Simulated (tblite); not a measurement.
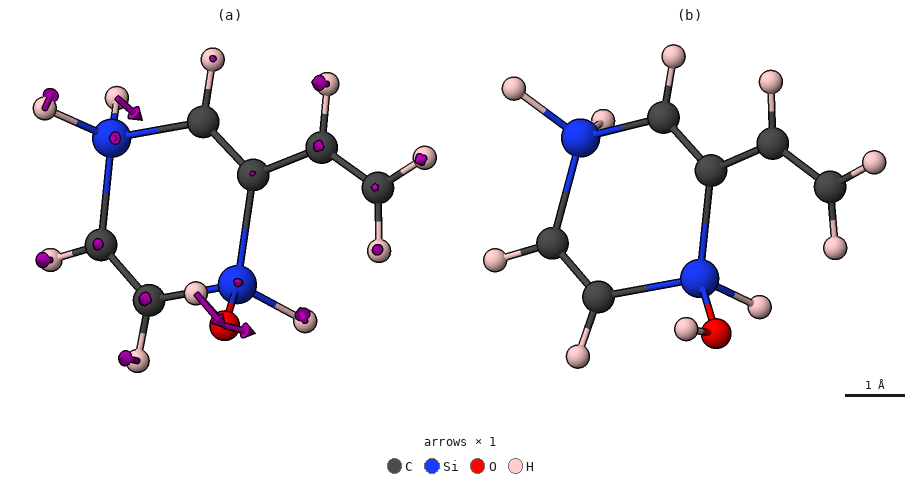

The structure of C₆H₁₀OSi₂ before (left) and after (right) a relaxation, at one scale. The purple arrows give the displacements, at their true length.

A ball-and-stick model, seen at a tilt.

The calculation used GFN2-xTB geometry optimisation, gas phase (tblite 0.8.0). 

Summarise the run.

Answer. The energy falls by 4.37 kcal/mol in 150 geometry steps. The atom that moves furthest after the best rigid fit is an H atom (0.82 Å). Largest moves by element: H 0.82 Å, O 0.65 Å, C 0.33 Å, Si 0.28 Å. Some distances before and after: O–Si 1.670 → 1.636 Å, C–Si 1.862 → 1.882 Å, H–Si 1.492 → 1.472 Å, H–O 0.971 → 0.953 Å. Among the angles between lasting bonds that change: O–Si–H 108.9° → 100.5°, Si–O–H 113.7° → 121.8°, Si–C–H 109.9° → 116.0°. Groups turn about C–Si by about 25°, C–Si by about 20°, O–Si by about 20°.
